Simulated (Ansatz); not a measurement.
**ZnAs2Pb2, from a guessed structure to a relaxed one**

Starting from a made-up structure for ZnAs2Pb2, the aim is the relaxed cell, its shortest contacts and, where a second run follows, its electronic structure.

Calculated with Ansatz 0.2.0; DFT, PBE, plane-wave PAW, files of the set soft_1, scalar-relativistic, no spin, cell and ions relaxed at zero pressure; PAW set soft_1, in the first sound run; inputs show where later runs differ.

## 1. The structure

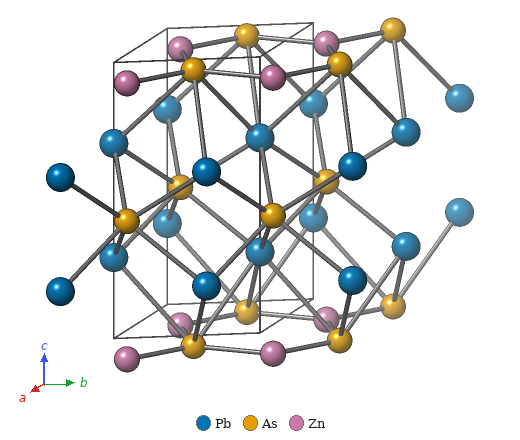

Start, viewed slightly off an axis; lead blue, arsenic orange, zinc pink. 2×2×1 cells are drawn. Some periodic images of atoms are drawn too.

Structure file:

```cif
data_structure
_symmetry_space_group_name_H-M 'P-6m2'
_symmetry_Int_Tables_number 187
_cell_length_a 4.0230
_cell_length_b 4.0230
_cell_length_c 7.7490
_cell_angle_alpha 90.000
_cell_angle_beta 90.000
_cell_angle_gamma 120.000
_cell_volume 108.61
loop_
_atom_site_label
_atom_site_type_symbol
_atom_site_symmetry_multiplicity
_atom_site_Wyckoff_symbol
_atom_site_fract_x
_atom_site_fract_y
_atom_site_fract_z
_atom_site_occupancy
Pb1 Pb 2 g 0.00000 0.00000 0.29330 1
As1 As 1 c 0.33333 0.66667 0.00000 1
As2 As 1 f 0.66667 0.33333 0.50000 1
Zn1 Zn 1 e 0.66667 0.33333 0.00000 1
```

## 2. Relaxing cell and atoms

The guess takes its coordinates from another compound and its volume from a rule, so the cell and any free coordinates are relaxed together.

File input.yaml:

```yaml
crystal:
  lattice:
    - [4.023, 0.0, 0.0]
    - [-2.0115, 3.484020199, 0.0]
    - [0.0, 0.0, 7.749]
  atoms:
    - { symbol: Pb, position: [0.0, 0.0, 0.2933] }
    - { symbol: Pb, position: [0.0, 0.0, 0.7067] }
    - { symbol: As, position: [0.333333333, 0.666666667, 0.0] }
    - { symbol: As, position: [0.666666667, 0.333333333, 0.5] }
    - { symbol: Zn, position: [0.666666667, 0.333333333, 0.0] }
kpoints:
  mp_grid: { grid: [8, 8, 4] }
scf:
  occupations: { method: fermi_dirac, width: 0.05 }
hamiltonian:
  xc: pbe
  pseudopotentials: { kind: paw, azcp: { folder: soft_1 } }
relax:
  f_tol: 0.015
  max_steps: 70
  cell: {}
output:
  forces: true
  stress: true
```

Run with:

```sh
$ ansatz run input.yaml --threads 4 --pin off --max-ram 8192MiB --backend cpu --events-out ev --progress --plain --runs-dir out
```

Numbers of over 12 decimals in the logs are rounded to 6 here.

What it wrote:

```text
Engine: ansatz 0.2.0, aarch64-unknown-linux-gnu
Pseudopotentials: kind: paw
Pseudopotential: Pb, paw, valence charge 14, recommended cutoff 420 eV (normal), soft_1/Pb.paw.azcp
Pseudopotential: As, paw, valence charge 15, recommended cutoff 420 eV (normal), soft_1/As.paw.azcp
Pseudopotential: Zn, paw, valence charge 12, recommended cutoff 420 eV (normal), soft_1/Zn.paw.azcp
Functional definition: PBE
  parameter kappa = 0.804
  parameter beta = 0.066725
  exchange = pbe_x(kappa = kappa, mu = beta*pi^2/3)
  correlation = pbe_c(beta = beta)
Crystal: 5 atoms, lattice volume = 108.612 Å³
Basis set: ecut = 420 eV, 2125 PW (Γ), exchange–correlation on 54×54×108 points (8 copies of the dense FFT grid, shifted against one another)
Bands: 42, of which v1, the nominal top of the filled ones, is band 35 counted from 1 (34 counted from 0)
Symmetry: 12 space group operations
Space group: P-6m2 (ITA 187), of the structure as read, at distance tolerance 4.8e-5 Å
k-points: 30 of 256 (time reversal used)
Non-local potential: Pb, projectors of the file, l = 0: 2, l = 1: 2, l = 2: 2, l = 3: 1
Non-local potential: As, projectors of the file, l = 0: 2, l = 1: 2, l = 2: 3, l = 3: 1
Non-local potential: Zn, projectors of the file, l = 0: 2, l = 1: 2, l = 2: 3, l = 3: 1
PAW form: soft (Blöchl's): semilocal exchange-correlation on the pseudo side does not see the compensation charge
PAW one-centre angular grid: Pb, 590 points (default); XC on 64 Gauss nodes
PAW one-centre angular grid: As, 590 points (default); XC on 64 Gauss nodes
PAW one-centre angular grid: Zn, 590 points (default); XC on 64 Gauss nodes
Initial density: superposition of atomic densities (chi_scale 0.1, normalization cell, long waves kept (reshape's long-wave potential 0.32 eV rms))
Initial wavefunctions: pseudopotential atomic-orbital guess
Functional: x = pbe(κ = 0.804, μ = 0.219515), c = pbe(β = 0.066725)
SCF iter   1: F=—  HF=-36849.909864 eV  |F-HF|=—  |Δ(HF+E_count)|=         —  Δρ=4.48e-2  dr2=6.62e0  ethr=3.10e-3  ⟨swp⟩=8.0  Hψ=5781  notcnv=0  defer=4
preconditioner: auto → Resta (q_TF=auto, 2.536 Å⁻¹)  ε∞=4.3  [insulator: Δε(μ)=0.136 eV  Ē_g=13.784 eV  σ=0.050 eV  W_gap=0.55  n_scr=36 (ndim 8)  ℏωp=25.2 eV  f_vac=0.000  D(μ)=1.37/eV (n_scr^D=2)  ε∞_Penn≈4.3]
SCF iter   2: F=—  HF=-36848.515031 eV  |F-HF|=—  |Δ(HF+E_count)|=    1.39e0  Δρ=1.79e-2  dr2=7.53e-1  ethr=3.10e-3  ⟨swp⟩=3.1  Hψ=2231  notcnv=0  defer=36
preconditioner: auto → Kerker (q_TF=auto, 2.536 Å⁻¹)  [metal: Δε(μ)=0.034 eV  Ē_g=13.761 eV  σ=0.050 eV  W_gap=0.17  n_scr=36 (ndim 8)  ℏωp=25.2 eV  f_vac=0.000  D(μ)=1.09/eV (n_scr^D=2)]
SCF iter   3: F=—  HF=-36848.312000 eV  |F-HF|=—  |Δ(HF+E_count)|=   2.03e-1  Δρ=1.10e-2  dr2=2.00e-1  ethr=1.08e-3  ⟨swp⟩=2.9  Hψ=2104  notcnv=0  defer=42
SCF iter   4: F=—  HF=-36848.257552 eV  |F-HF|=—  |Δ(HF+E_count)|=   5.44e-2  Δρ=6.76e-3  dr2=5.17e-2  ethr=2.86e-4  ⟨swp⟩=3.1  Hψ=1929  notcnv=0  defer=42
SCF iter   5: F=—  HF=-36848.249448 eV  |F-HF|=—  |Δ(HF+E_count)|=   8.10e-3  Δρ=1.52e-3  dr2=3.25e-3  ethr=7.38e-5  ⟨swp⟩=2.1  Hψ=2021  notcnv=0  defer=41
SCF iter   6: F=—  HF=-36848.249142 eV  |F-HF|=—  |Δ(HF+E_count)|=   3.06e-4  Δρ=7.00e-4  dr2=6.18e-4  ethr=4.65e-6  ⟨swp⟩=2.0  Hψ=2271  notcnv=0  defer=41
SCF iter   7: F=—  HF=-36848.249297 eV  |F-HF|=—  |Δ(HF+E_count)|=   1.56e-4  Δρ=3.37e-4  dr2=1.54e-4  ethr=8.82e-7  ⟨swp⟩=2.0  Hψ=2266  notcnv=0  defer=41
SCF iter   8: F=—  HF=-36848.249352 eV  |F-HF|=—  |Δ(HF+E_count)|=   5.52e-5  Δρ=1.14e-4  dr2=2.63e-5  ethr=2.20e-7  ⟨swp⟩=2.0  Hψ=2120  notcnv=0  defer=41
SCF iter   9: F=—  HF=-36848.249340 eV  |F-HF|=—  |Δ(HF+E_count)|=   1.24e-5  Δρ=5.23e-5  dr2=4.54e-6  ethr=3.76e-8  ⟨swp⟩=2.0  Hψ=2122  notcnv=0  defer=41
SCF iter  10: F=—  HF=-36848.249340 eV  |F-HF|=—  |Δ(HF+E_count)|=   6.08e-8  Δρ=3.99e-5  dr2=1.76e-6  ethr=6.49e-9  ⟨swp⟩=2.0  Hψ=2121  notcnv=0  defer=41
SCF iter  11: F=—  HF=-36848.249340 eV  |F-HF|=—  |Δ(HF+E_count)|=   6.85e-8  Δρ=1.19e-5  dr2=3.39e-7  ethr=2.51e-9  ⟨swp⟩=2.0  Hψ=2095  notcnv=0  defer=41
SCF iter  12: F=-36848.249340 eV  HF=-36848.249340 eV  |F-HF|=2.77e-8  |Δ(HF+E_count)|=   5.90e-8  Δρ=4.54e-6  dr2=5.46e-8  ethr=1.43e-10  ⟨swp⟩=5.0  Hψ=4690  notcnv=0
SCF 1 converged in 12 iterations: F = -36848.249340 eV  dr2 = 5.46e-8
  greatest PAW one-centre occupation: 0.999 electrons in one spin orbital (limit 2), on the As atom at site 2 (counted from 0), in its partial waves of l = 2
relax step   1: F+E_penalty+E_count = -36848.24933993 eV  Δ(F+E_penalty+E_count) = +0.000e0 eV  max|allowed force component| = 1.010e0 eV/Å  Δτ_max = 0.0000 Å  P = +16.241 GPa  Ω = 108.612 Å³  (12 SCF iters, dr2 threshold 1.00e-7 eV, accepted)
Crystal: 5 atoms, lattice volume = 121.482 Å³
Basis set: ecut = 420 eV, 2349 PW (Γ), exchange–correlation on 54×54×108 points (8 copies of the dense FFT grid, shifted against one another)
Initial density: handed on by an earlier stage of this run
Initial wavefunctions: those handed on with the density
iter 1 solved again at ethr=4.49e-4 eV; its pass at ethr=3.10e-3 eV (dr2=3.14e-1 eV) is discarded
SCF iter   1: F=—  HF=-36849.139881 eV  |F-HF|=—  |Δ(HF+E_count)|=         —  Δρ=5.42e-3  dr2=3.16e-1  ethr=4.49e-4  ⟨swp⟩=1.6  Hψ=7889  notcnv=0
preconditioner: auto → LDOS  [metal: Δε(μ)=0.021 eV  Ē_g=13.414 eV  σ=0.050 eV  W_gap=0.10  n_scr=36 (ndim 8)  ℏωp=23.8 eV  f_vac=0.015  D(μ)=1.30/eV (n_scr^D=2)  β→1.0]
SCF iter   2: F=—  HF=-36849.119207 eV  |F-HF|=—  |Δ(HF+E_count)|=   2.07e-2  Δρ=5.78e-3  dr2=1.66e-1  ethr=4.49e-4  ⟨swp⟩=3.8  Hψ=2461  notcnv=0
SCF iter   3: F=—  HF=-36849.087976 eV  |F-HF|=—  |Δ(HF+E_count)|=   3.12e-2  Δρ=1.19e-3  dr2=3.56e-3  ethr=2.37e-4  ⟨swp⟩=3.0  Hψ=2587  notcnv=0  defer=40
SCF iter   4: F=—  HF=-36849.086141 eV  |F-HF|=—  |Δ(HF+E_count)|=   1.84e-3  Δρ=4.75e-4  dr2=2.75e-4  ethr=5.08e-6  ⟨swp⟩=2.0  Hψ=2273  notcnv=0  defer=40
SCF iter   5: F=—  HF=-36849.085872 eV  |F-HF|=—  |Δ(HF+E_count)|=   2.68e-4  Δρ=1.75e-4  dr2=4.11e-5  ethr=3.93e-7  ⟨swp⟩=2.0  Hψ=2272  notcnv=0  defer=40
SCF iter   6: F=—  HF=-36849.085852 eV  |F-HF|=—  |Δ(HF+E_count)|=   1.98e-5  Δρ=2.89e-4  dr2=5.56e-5  ethr=5.87e-8  ⟨swp⟩=2.0  Hψ=2272  notcnv=0  defer=40
SCF iter   7: F=—  HF=-36849.085832 eV  |F-HF|=—  |Δ(HF+E_count)|=   2.04e-5  Δρ=3.08e-5  dr2=9.16e-7  ethr=5.87e-8  ⟨swp⟩=2.0  Hψ=1608  notcnv=0  defer=40
SCF iter   8: F=-36849.085832 eV  HF=-36849.085832 eV  |F-HF|=3.27e-8  |Δ(HF+E_count)|=   2.64e-7  Δρ=7.65e-6  dr2=5.41e-8  ethr=7.14e-10  ⟨swp⟩=5.0  Hψ=4964  notcnv=0
SCF 2 converged in 8 iterations: F = -36849.085832 eV  dr2 = 5.41e-8
relax step   2: F+E_penalty+E_count = -36849.08583241 eV  Δ(F+E_penalty+E_count) = -8.365e-1 eV  max|allowed force component| = 4.430e-1 eV/Å  Δτ_max = 0.0752 Å  P = +4.985 GPa  Ω = 121.482 Å³  energy of the carried Pulay correction = -3.569e-3 eV  (8 SCF iters, dr2 threshold 5.00e-7 eV, accepted)
Crystal: 5 atoms, lattice volume = 130.143 Å³
Basis set: ecut = 420 eV, 2565 PW (Γ), exchange–correlation on 54×54×108 points (8 copies of the dense FFT grid, shifted against one another)
iter 1 solved again at ethr=1.98e-5 eV; its pass at ethr=3.10e-3 eV (dr2=1.39e-2 eV) is discarded
SCF iter   1: F=—  HF=-36849.275569 eV  |F-HF|=—  |Δ(HF+E_count)|=         —  Δρ=2.59e-3  dr2=1.43e-2  ethr=1.98e-5  ⟨swp⟩=2.2  Hψ=8555  notcnv=0
preconditioner: auto → LDOS  [metal: Δε(μ)=0.063 eV  Ē_g=13.210 eV  σ=0.050 eV  W_gap=0.29  n_scr=36 (ndim 8)  ℏωp=23.0 eV  f_vac=0.016  D(μ)=1.13/eV (n_scr^D=2)  β→1.0]
SCF iter   2: F=—  HF=-36849.276602 eV  |F-HF|=—  |Δ(HF+E_count)|=   1.03e-3  Δρ=2.85e-3  dr2=1.38e-2  ethr=1.98e-5  ⟨swp⟩=2.2  Hψ=2512  notcnv=0
SCF iter   3: F=—  HF=-36849.272828 eV  |F-HF|=—  |Δ(HF+E_count)|=   3.77e-3  Δρ=1.06e-3  dr2=9.39e-4  ethr=1.97e-5  ⟨swp⟩=2.0  Hψ=2284  notcnv=0
SCF iter   4: F=—  HF=-36849.272537 eV  |F-HF|=—  |Δ(HF+E_count)|=   2.90e-4  Δρ=2.86e-4  dr2=9.34e-5  ethr=1.34e-6  ⟨swp⟩=2.0  Hψ=2474  notcnv=0  defer=1
SCF iter   5: F=—  HF=-36849.272478 eV  |F-HF|=—  |Δ(HF+E_count)|=   5.90e-5  Δρ=6.07e-5  dr2=4.65e-6  ethr=1.33e-7  ⟨swp⟩=2.0  Hψ=2268  notcnv=0  defer=1
SCF iter   6: F=—  HF=-36849.272481 eV  |F-HF|=—  |Δ(HF+E_count)|=   2.36e-6  Δρ=2.92e-5  dr2=7.44e-7  ethr=6.64e-9  ⟨swp⟩=2.0  Hψ=2272  notcnv=0  defer=1
SCF iter   7: F=-36849.272481 eV  HF=-36849.272481 eV  |F-HF|=4.71e-9  |Δ(HF+E_count)|=   7.39e-8  Δρ=5.31e-6  dr2=3.95e-8  ethr=7.14e-10  ⟨swp⟩=5.0  Hψ=5490  notcnv=0
SCF 3 converged in 7 iterations: F = -36849.272481 eV  dr2 = 3.95e-8
relax step   3: F+E_penalty+E_count = -36849.27248080 eV  Δ(F+E_penalty+E_count) = -1.866e-1 eV  max|allowed force component| = 6.625e-2 eV/Å  Δτ_max = 0.0625 Å  P = +1.138 GPa  Ω = 130.143 Å³  energy of the carried Pulay correction = -5.755e-3 eV  (7 SCF iters, dr2 threshold 5.00e-7 eV, accepted)
[...]
relax step   4: F+E_penalty+E_count = -36849.30001934 eV  Δ(F+E_penalty+E_count) = -2.754e-2 eV  max|allowed force component| = 6.081e-2 eV/Å  Δτ_max = 0.0356 Å  P = -0.454 GPa  Ω = 135.299 Å³  energy of the carried Pulay correction = -6.984e-3 eV  (7 SCF iters, dr2 threshold 5.00e-7 eV, accepted)
[...]
relax step   5: F+E_penalty+E_count = -36849.30240337 eV  Δ(F+E_penalty+E_count) = -2.384e-3 eV  max|allowed force component| = 5.367e-2 eV/Å  Δτ_max = 0.0167 Å  P = +0.170 GPa  Ω = 134.190 Å³  energy of the carried Pulay correction = -6.724e-3 eV  (6 SCF iters, dr2 threshold 5.00e-7 eV, accepted)
[...]
relax step   6: F+E_penalty+E_count = -36849.30306644 eV  Δ(F+E_penalty+E_count) = -6.631e-4 eV  max|allowed force component| = 5.213e-3 eV/Å  Δτ_max = 0.0083 Å  P = +0.000 GPa  Ω = 134.369 Å³  energy of the carried Pulay correction = -6.766e-3 eV  (6 SCF iters, dr2 threshold 1.80e-7 eV, accepted)
[...]
relax step   7: F+E_penalty+E_count = -36849.31236777 eV  Δ(F+E_penalty+E_count) = -9.301e-3 eV  max|allowed force component| = 5.726e-3 eV/Å  Δτ_max = 0.0000 Å  P = +0.077 GPa  Ω = 134.369 Å³  stress off target by 1.31e-1 GPa  SCF on the basis re-selected at this cell (its energy is not comparable with the rows above)  (8 SCF iters)
[...]
relax step   8: F+E_penalty+E_count = -36849.31246961 eV  Δ(F+E_penalty+E_count) = -1.018e-4 eV  max|allowed force component| = 6.542e-4 eV/Å  Δτ_max = 0.0032 Å  P = +0.003 GPa  Ω = 134.691 Å³  energy of the carried Pulay correction = -7.569e-5 eV  (6 SCF iters, dr2 threshold 4.27e-8 eV, accepted)
iter 1 solved again at ethr=1.78e-7 eV; its pass at ethr=3.10e-3 eV (dr2=1.25e-4 eV) is discarded
SCF iter   1: F=—  HF=-36849.312429 eV  |F-HF|=—  |Δ(HF+E_count)|=         —  Δρ=6.77e-5  dr2=1.34e-7  ethr=1.78e-7  ⟨swp⟩=3.0  Hψ=8749  notcnv=0
preconditioner: auto → LDOS  [metal: Δε(μ)=0.048 eV  Ē_g=13.090 eV  σ=0.050 eV  W_gap=0.23  n_scr=36 (ndim 8)  ℏωp=22.6 eV  f_vac=0.012  D(μ)=1.22/eV (n_scr^D=2)  β→1.0]
SCF iter   2: F=—  HF=-36849.312542 eV  |F-HF|=—  |Δ(HF+E_count)|=   1.13e-4  Δρ=9.01e-6  dr2=5.90e-8  ethr=1.92e-10  ⟨swp⟩=2.1  Hψ=2319  notcnv=0
SCF iter   3: F=—  HF=-36849.312542 eV  |F-HF|=—  |Δ(HF+E_count)|=   9.59e-9  Δρ=1.20e-5  dr2=1.06e-7  ethr=8.43e-11  ⟨swp⟩=2.0  Hψ=1698  notcnv=0
SCF iter   4: F=—  HF=-36849.312542 eV  |F-HF|=—  |Δ(HF+E_count)|=   1.98e-8  Δρ=1.04e-6  dr2=7.29e-10  ethr=8.43e-11  ⟨swp⟩=2.0  Hψ=1628  notcnv=0
SCF iter   5: F=-36849.312542 eV  HF=-36849.312542 eV  |F-HF|=0.00e0  |Δ(HF+E_count)|=   3.49e-9  Δρ=8.78e-8  dr2=9.38e-12  ethr=1.00e-12  ⟨swp⟩=3.8  Hψ=5172  notcnv=0
SCF 9 converged in 5 iterations: F = -36849.312542 eV  dr2 = 9.38e-12
relax step   9: F+E_penalty+E_count = -36849.31254243 eV  Δ(F+E_penalty+E_count) = -7.282e-5 eV  max|allowed force component| = 6.826e-4 eV/Å  Δτ_max = 0.0000 Å  P = +0.003 GPa  Ω = 134.691 Å³  stress off target by 1.34e-2 GPa  SCF on the basis re-selected at this cell (its energy is not comparable with the rows above)  (5 SCF iters)
basis re-selected at this cell: Δ(F+E_penalty+E_count) = -7.282e-5 eV, ΔP = -0.000 GPa vs the last step (what re-selecting the basis moved, of the pressure what is left beyond the Pulay correction that the steps carried, after the strain that the cell walked since its last selection, with what the two solves' SCF thresholds leave and, on support functions, any second-order correction that the steps lacked; it is no m [...]
SCF converged after 5 iterations
Free energy (F): -36849.312542 eV
Harris-Foulkes:  -36849.312542 eV  (|F-HF|=0.00e0)
Internal energy: -36849.303303 eV  (E = F + TS)
E sigma→0 (E₀):  -36849.307923 eV
Entropy (-TS):   -0.009240 eV (-1.848 meV/atom)
Fermi energy:    8.823336 eV
--- Per-component energies (eV) ---
  E_band       = -600.796340
  E_kinetic    = 924.192087
  E_local      = -8522.298548  (includes V_loc(G=0)·N_el)
  E_nonlocal   = 642.029015
  E_hartree    = 4003.118069
  E_xc         = -630.036886
  E_vxc        = -473.061550  (∫ρ·V_xc dr)
  E_paw        = -26707.290268  (= ΣΔE_a)
  E_vpaw       = -1177.893276  (= ΣTr[D̂ρ^β])
  E_aug_tail   = -0.000276  (compensation charges beyond the density's cutoff)
  E_ewald      = -6559.016496
  E_smearing   = -0.009240  (= −TS)
  E_closure    = 0.000000  (closes the sum)
  Σ components = -36849.312542   (vs F -36849.312542, Δ=0.00e0)
--- Forces (eV/Å), atoms counted from 1 ---
  atom   1  Pb     0.00000000    -0.00000000     0.00068256
  atom   2  Pb    -0.00000000    -0.00000000    -0.00068256
  atom   3  As    -0.00000000    -0.00000000    -0.00000000
  atom   4  As    -0.00000000     0.00000000     0.00000000
  atom   5  Zn     0.00000000     0.00000000     0.00000000
  max |Σ_I F_I| component: 7.40e-17 eV/Å
--- Stress (GPa, compression-positive) ---
       -0.002017       0.000000       0.000000
        0.000000      -0.002017       0.000000
        0.000000       0.000000       0.013409
  P = ⅓ Tr σ = 0.0031 GPa (0.031 kbar)
--- Relaxed structure (7 steps of the walk, 7 accepted, 2 SCFs on fresh bases) ---
  F+E_penalty+E_count = -36849.31254243 eV   max|allowed force component| = 6.826e-4 eV/Å   (the final SCF, on the basis selected at the relaxed cell)
  cell:  # Å, volume = 134.6906 Å³
    - [4.246531, 0, 0.0]
    - [-2.123265, 3.677604, 0.0]
    - [0.0, 0.0, 8.624583]
  atoms:
    - { symbol: Pb, position: [-7.401486829111084e-18, 7.401486829111084e-18, 0.297751] }
    - { symbol: Pb, position: [-7.401486829111084e-18, 7.401486829111082e-18, 0.702249] }
    - { symbol: As, position: [0.333333, 0.666667, 0.0] }
    - { symbol: As, position: [0.666667, 0.333333, 0.5] }
    - { symbol: Zn, position: [0.666667, 0.333333, 0.0] }
```

Elapsed: 38 s, on 4 threads of Arm Neoverse V1, shared host; peak memory 0.52 GiB.

The steps of the relaxation:

```tsv
step	energy less that of the first step (eV)	largest force component (eV/Å)	pressure (GPa)	volume (Å³)
1	0.0000	1.0103	16.24	108.61
2	-0.8365	0.4430	4.99	121.48
3	-1.0231	0.0662	1.14	130.14
4	-1.0507	0.0608	-0.45	135.30
5	-1.0531	0.0537	0.17	134.19
6	-1.0537	0.0052	0.00	134.37
7*	-1.0630	0.0057	0.08	134.37
8	-1.0631	0.0007	0.00	134.69
9*	-1.0632	0.0007	0.00	134.69
```

Relaxation steps marked * repeat the geometry before them on a plane-wave basis chosen anew for their cell, so energy and pressure can jump there.

The run keeps the 12 symmetry operations that it works with, so distortions that break them were not tested.

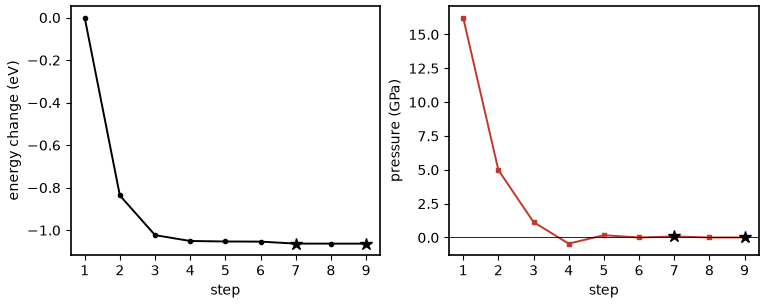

Energy and pressure along the relaxation. Stars mark steps on a basis chosen anew.

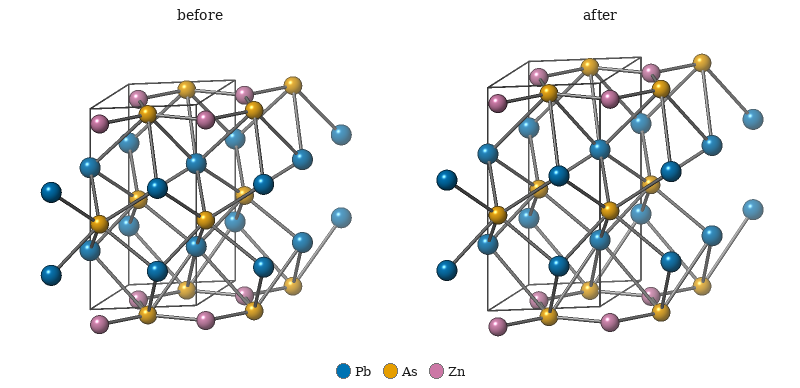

The structure before and after the relaxation, drawn at the same scale.

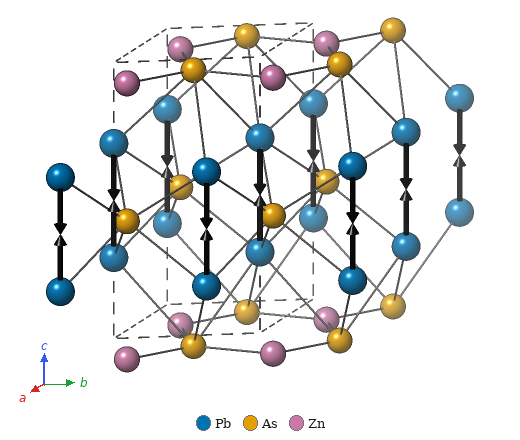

Displacements in the relaxation, exaggerated, measured against the changing cell; the longest in the cell stands for 0.04 Å. 2×2×1 cells are drawn. Some periodic images of atoms are drawn too.

```tsv
conventional cell, symmetrised	before	after	change
a (Å)	4.023	4.247	+5.6 %
b (Å)	4.023	4.247	+5.6 %
c (Å)	7.749	8.625	+11.3 %
volume (Å³/atom)	21.72	26.94	+24.0 %
```

The atoms that moved most (Å, as changes of fractional coordinates times the final cell):

```tsv
atom	dx	dy	dz	length
Pb2	0.000	0.000	-0.038	0.038
Pb1	0.000	0.000	0.038	0.038
```

Final coordinates:

```xyz
5
Lattice="4.2465 0.0000 0.0000 -2.1233 3.6776 0.0000 0.0000 0.0000 8.6246" Properties=species:S:1:pos:R:3 pbc="T T T"
Pb    0.0000    0.0000    2.5680
Pb    0.0000    0.0000    6.0566
As    0.0000    2.4517    0.0000
As    2.1233    1.2259    4.3123
Zn    2.1233    1.2259    0.0000
```

Numbers from this step:

* free energy: -36849.3125 eV
* energy at zero smearing: -36849.3079 eV
* smearing term TS: 0.009240 eV
* Fermi energy: 8.823 eV
* electrons: 70
* symmetry operations: 12
* pressure: 0.003125 GPa

Shortest distances by pair of elements, guess and relaxed (not always the same contact):

```tsv
pair	guess (Å)	relaxed (Å)
As–Zn	2.323	2.452
As–Pb	2.821	3.009
Pb–Pb	3.203	3.489
Pb–Zn	3.250	3.550
As–As	4.023	4.247
```

The relaxation ends with a largest force component of 6.8e-4 eV/Å and a pressure of 0.00 GPa.

[end of part 1 of 2]

[Logs are printed without paths, hosts, clocks, repeated set-up lines and the standing remarks that a program may print on its own settings, such as how far it seeks lower states.]

[Hosts, paths, dates, database ids (printed as entryN), source tags and the programs' standing remarks are cut or masked in the printed files.]
